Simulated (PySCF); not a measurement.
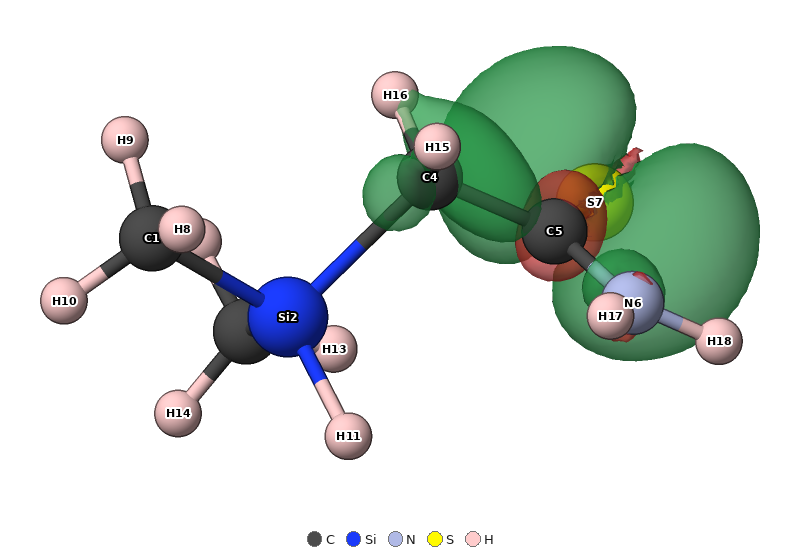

Figure 1: C$_{4}$H$_{11}$NSSi (SMILES C[SiH](C)CC([NH2+])=S) (charge +1, doublet). Isosurfaces of the spin density at +0.015 (green) and −0.015 e/Å³ (red), seen from one side.

Geometry: GFN2-xTB.

These are results of PySCF, UKS B3LYP, pcH-1 on C H N S Si, non-relativistic, mean-field spin-orbit, GIAO, not measurements.

```xyz
18

C    -1.6936    1.5983   -0.6979
Si   -0.7338    0.3528    0.3717
C    -1.5913   -1.3136    0.5974
C     0.8548    0.0173   -0.8075
C     1.8736   -0.6751   -0.0457
N     2.7213   -0.0077    0.7177
S     1.9189   -2.3546   -0.1431
H    -1.1500    2.5304   -0.8238
H    -1.9160    1.2001   -1.6845
H    -2.6364    1.8269   -0.2102
H    -0.1610    0.9251    1.5958
H    -2.0285   -1.6665   -0.3351
H    -0.9116   -2.0852    0.9527
H    -2.3981   -1.2428    1.3216
H     1.2106    0.9727   -1.1841
H     0.4783   -0.5866   -1.6269
H     2.7247    1.0020    0.7354
H     3.4293   -0.4871    1.2548
```

Question: Describe the spin distribution.

Answer: The unpaired spin (1 electron) lies mostly on S7 (about 0.9), in electrons by Hirshfeld's partition.
